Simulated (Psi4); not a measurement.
# AlH3S (SMILES [AlH2][SH]) at HSE06/def2-TZVP

What is the energy change on altering one bond length of AlH3S at HSE06/def2-TZVP? 

The calculation is run with Psi4 1.11.

3 further runs of the same task are left out: 1 that didn't finish, 2 set aside as unsound or not needed. Runs told in other sessions of the task aren't counted.

## 1. The structure to begin with

The species is AlH3S (5 atoms), meant as a singlet with charge 0. As SMILES, `[AlH2][SH]`. The coordinates come from a PBE0-D4/def2-TZVP relaxation.

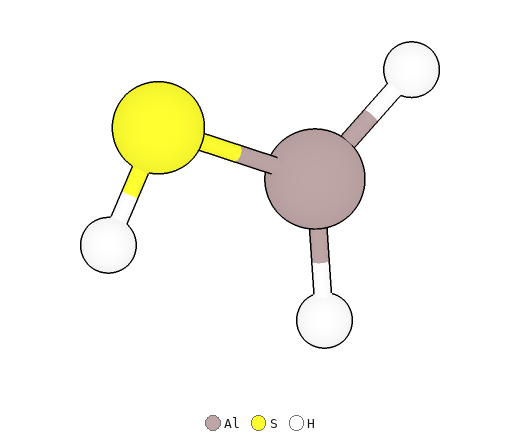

The structure, seen from a chosen angle (aluminium light grey, sulfur yellow, hydrogen white).

## 2. Energy and gradient at HSE06/def2-TZVP

File alh3s.dat:

```
memory 1600 mb

molecule {
  0 1
  Al
  S 1 2.181183
  H 1 1.578613 2 116.54448
  H 1 1.58061 3 124.59871 2 179.99456
  H 2 1.344008 1 93.71841 3 179.9973
  symmetry c1
}

set globals {
  basis                def2-TZVP
  puream               true
  e_convergence        1e-09
  d_convergence        1e-08
  scf_type             pk
  dft_radial_points    99
  dft_spherical_points 590
}

e, wfn = gradient("hse06", return_wfn=True)
```

On the command line:

```console
psi4 alh3s.dat alh3s.out -n 1
```

alh3s.out:

```text
[...]
  Running in c1 symmetry.
[...]
  Nuclear repulsion =   73.814897903616156
[...]
  Multiplicity = 1
[...]
  Nalpha       = 16
  Nbeta        = 16
[...]
    Number of basis functions: 92
[...]
   @RKS iter   1:  -642.16197265344374   -3.18313e-01   5.20927e-03 ADIIS/DIIS
[...]
   @RKS iter  10:  -642.24371922491696   -2.27374e-12   3.40186e-09 DIIS
[...]
    Orbital Energies [Eh]
    ---------------------
    Doubly Occupied:
       1A    -89.008371     2A    -56.151294     3A     -7.981967
       4A     -5.916414     5A     -5.912543     6A     -5.910929
       7A     -4.176540     8A     -2.711049     9A     -2.704717
      10A     -2.702718    11A     -0.726843    12A     -0.430782
      13A     -0.393146    14A     -0.311138    15A     -0.302549
      16A     -0.273847
[...]
  @RKS Final Energy:  -642.24371922491696
   => Energetics <=
    Nuclear Repulsion Energy =             73.8148979036161563
    One-Electron Energy =               -1036.1417609961865764
    Two-Electron Energy =                 354.7526184148308630
    DFT Exchange-Correlation Energy =     -34.6694745471775008
    Empirical Dispersion Energy =           0.0000000000000000
    VV10 Nonlocal Energy =                  0.0000000000000000
    Total Energy =                       -642.2437192249170721
[...]
 Multipole Moments:
 ------------------------------------------------------------------------------------
     Multipole            Electronic (a.u.)      Nuclear  (a.u.)        Total (a.u.)
 ------------------------------------------------------------------------------------
 L = 1.  Multiply by 2.5417464519 to convert [e a0] to [Debye]
 Dipole X            :          0.0002195           -0.0001693            0.0000502
 Dipole Y            :          0.8794104           -1.1903724           -0.3109620
 Dipole Z            :          1.1409488           -1.3679883           -0.2270395
 Magnitude           :                                                    0.3850251
[...]
  -Total Gradient:
     Atom            X                  Y                   Z
    ------   -----------------  -----------------  -----------------
       1        0.000003593058    -0.000030613961     0.000388339399
       2       -0.000000808945     0.000076007808    -0.000230938555
       3       -0.000001367033     0.000193494717    -0.000049183960
       4       -0.000001326827    -0.000192738540    -0.000023656119
       5       -0.000000090452    -0.000054407583    -0.000080591339
[...]
```

Run time: 35 s. Hardware: 1 thread of AMD EPYC 7R32 (Zen 2), shared host; peak memory 0.74 GiB.

## 3. The distorted shape, same level

File alh3s.xyz:

```xyz
5
AlH3S
Al     1.022579     0.638862    -0.821044
S      2.767779     0.359962     0.457256
H     -1.981700    -0.650100     0.351100
H      1.197579     1.399062    -2.195744
H      3.598379     0.990862    -0.390344
```

File job.py:

```python
import psi4

psi4.set_memory('1600 MB')
psi4.set_num_threads(1)
psi4.set_output_file('run.log', False)

with open('alh3s.xyz') as f:
    atoms = ''.join(f.readlines()[2:])
mol = psi4.geometry('0 1\n' + atoms + 'symmetry c1\nno_reorient\nno_com')

options = {'reference': 'rks', 'puream': True, 'e_convergence': 1e-09, 'd_convergence': 1e-08, 'scf_type': 'pk', 'dft_radial_points': 99, 'dft_spherical_points': 590}
psi4.set_options(options)

e, wfn = psi4.gradient("hse06/def2-TZVP", return_wfn=True)
psi4.oeprop(wfn, "MAYER_INDICES", "WIBERG_LOWDIN_INDICES", "QUADRUPOLE", title="HSE06")
print('gradient / Eh bohr^-1')
print(e.np.round(6))
print(f'energy = {wfn.energy():.10f} Eh')
for k, v in sorted(psi4.core.scalar_variables().items()):
    print(f'{k:45s} {v:18.10f}')
```

On the command line:

```console
python job.py
```

run.log:

```text
[...]
  Running in c1 symmetry.
[...]
  Nuclear repulsion =   70.433047512402766
[...]
  Multiplicity = 1
[...]
  Nalpha       = 16
  Nbeta        = 16
[...]
    Number of basis functions: 92
[...]
   @RKS iter   1:  -642.01368081993587   -2.95150e-01   5.13105e-03 DIIS/ADIIS
[...]
   @RKS iter  13:  -642.09357325298902   -1.13687e-11   6.22376e-09 DIIS
[...]
    Orbital Energies [Eh]
    ---------------------
    Doubly Occupied:
       1A    -89.035952     2A    -56.217668     3A     -8.009090
       4A     -5.943513     5A     -5.939908     6A     -5.937803
       7A     -4.237112     8A     -2.770140     9A     -2.766376
      10A     -2.763418    11A     -0.752313    12A     -0.446370
      13A     -0.413974    14A     -0.330756    15A     -0.297079
      16A     -0.212920
[...]
  @RKS Final Energy:  -642.09357325298902
   => Energetics <=
    Nuclear Repulsion Energy =             70.4330475124027657
    One-Electron Energy =               -1028.2466627276346571
    Two-Electron Energy =                 350.2637390758843026
    DFT Exchange-Correlation Energy =     -34.5436971136413291
    Empirical Dispersion Energy =           0.0000000000000000
    VV10 Nonlocal Energy =                  0.0000000000000000
    Total Energy =                       -642.0935732529889037
[...]
  -Total Gradient:
     Atom            X                  Y                   Z
    ------   -----------------  -----------------  -----------------
       1        0.015394484725     0.008259156296    -0.009156462679
       2        0.003517743679     0.002677351872    -0.003601143645
       3       -0.023749085684    -0.010252912888     0.009386534886
       4        0.003882987355     0.000331169741     0.001028188990
       5        0.000958857354    -0.001011530747     0.002338848019
[...]
 Multipole Moments:
 ------------------------------------------------------------------------------------
     Multipole            Electronic (a.u.)      Nuclear  (a.u.)        Total (a.u.)
 ------------------------------------------------------------------------------------
 L = 1.  Multiply by 2.5417464519 to convert [e a0] to [Debye]
 Dipole X            :       -112.9193916          114.1248107            1.2054191
 Dipole Y            :        -29.2292469           29.8660292            0.6367822
 Dipole Z            :          9.8699323          -10.5682253           -0.6982930
 Magnitude           :                                                    1.5317115
 L = 2.  Multiply by 1.3450342976 to convert [e a0^2] to [Debye ang]
 Quadrupole XX       :       -573.3781449          551.6329288          -21.7452161
 Quadrupole XY       :       -109.7333683          110.5699552            0.8365868
[...]
```

The script printed:

```text
gradient / Eh bohr^-1
[[ 0.015394  0.008259 -0.009156]
 [ 0.003518  0.002677 -0.003601]
 [-0.023749 -0.010253  0.009387]
 [ 0.003883  0.000331  0.001028]
 [ 0.000959 -0.001012  0.002339]]
energy = -642.0935732530 Eh
CURRENT ENERGY                                   -642.0935732530
CURRENT REFERENCE ENERGY                         -642.0935732530
DD SOLVATION ENERGY                                 0.0000000000
DFT FUNCTIONAL TOTAL ENERGY                      -642.0935732530
DFT TOTAL ENERGY                                 -642.0935732530
DFT VV10 ENERGY                                     0.0000000000
DFT XC ENERGY                                     -34.5436971136
GRID ELECTRONS ALPHA                               16.0000003042
GRID ELECTRONS BETA                                16.0000003042
GRID ELECTRONS TOTAL                               32.0000006084
NUCLEAR REPULSION ENERGY                           70.4330475124
ONE-ELECTRON ENERGY                             -1028.2466627276
PCM POLARIZATION ENERGY                             0.0000000000
PE ENERGY                                           0.0000000000
SCF ITERATION ENERGY                             -642.0935732530
SCF ITERATIONS                                     13.0000000000
SCF TOTAL ENERGY                                 -642.0935732530
TWO-ELECTRON ENERGY                               350.2637390759
XC GRID RADIAL POINTS                              99.0000000000
XC GRID SPHERICAL POINTS                          590.0000000000
XC GRID TOTAL POINTS                           280412.0000000000
```

It took 38 s on 1 thread of AMD EPYC 7R32 (Zen 2), shared host; peak memory 0.99 GiB.

## 4. Results

At HSE06/def2-TZVP:

| quantity | value |
| --- | --- |
| first shape: total energy | -642.24372 Eh |
| first shape: dipole moment | 0.98 D |
| first shape: HOMO energy | -7.45 eV |
| first shape: LUMO energy | -1.79 eV |
| first shape: HOMO–LUMO gap | 5.67 eV |
| first shape: largest force on an atom | 0.020 eV/Å |
| distorted shape: total energy | -642.09357 Eh |
| distorted shape: dipole moment | 3.89 D |
| distorted shape: HOMO energy | -5.79 eV |
| distorted shape: LUMO energy | -3.94 eV |
| distorted shape: HOMO–LUMO gap | 1.85 eV |
| distorted shape: largest force on an atom | 1.415 eV/Å |
| energy change with the Al1–H3 bond stretched from 1.579 to 3.473 Å | 4.086 eV |

What this shows: One bond (distorted shape) is far stretched, which a spin-restricted single reference describes badly; a broken-symmetry solution may lie lower. With the Al1–H3 bond stretched from 1.579 to 3.473 Å the energy rises by 4.09 eV (394 kJ/mol). A restricted reference can't describe the breaking bond well at this length.
